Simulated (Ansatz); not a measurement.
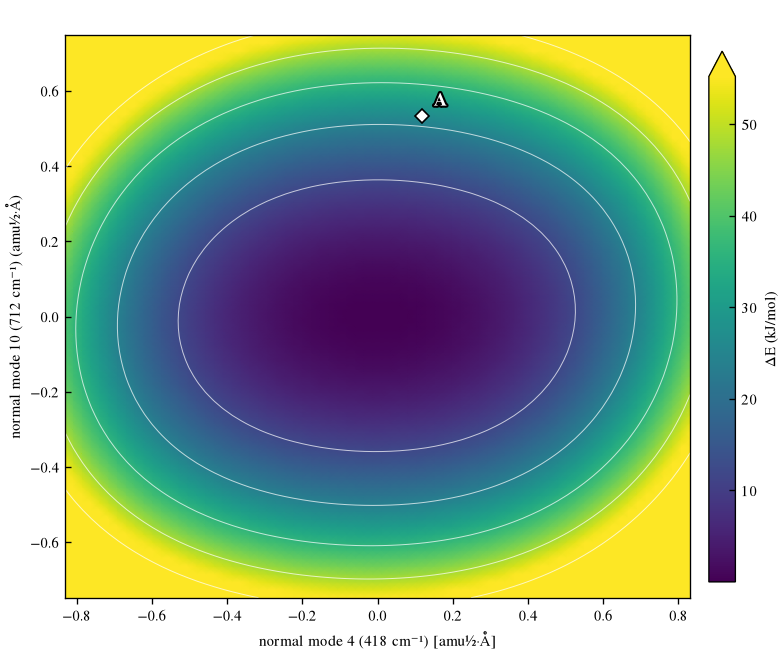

CH5ClSi2, SMILES Cl[SiH]1C[SiH2]1. 
- The first coordinate is: normal mode 4 (418 cm⁻¹); the second: normal mode 10 (712 cm⁻¹).
- Nothing is relaxed (straight displacements along the two mass-weighted modes).
- Grid: 15 × 15 points.
- Points are written as (first, second).
- Energies are in kJ/mol, from the lowest grid point.
- The calculation used RKS PBE0-D4/def2-SVP (Ansatz).

In the figure: a smooth colour map with a few white contour lines, one colour for all values above the top of the scale, the point A. Between grid points the surface is interpolated.

Q: Which way does the force act at A, and how strong is it?

A: A, at (0.119 amu½·Å, 0.534 amu½·Å), is not a stationary point. The computed force is 9.5 kJ/mol for each amu½·Å towards smaller values of normal mode 4 (418 cm⁻¹) and 102 kJ/mol for each amu½·Å towards smaller values of normal mode 10 (712 cm⁻¹).
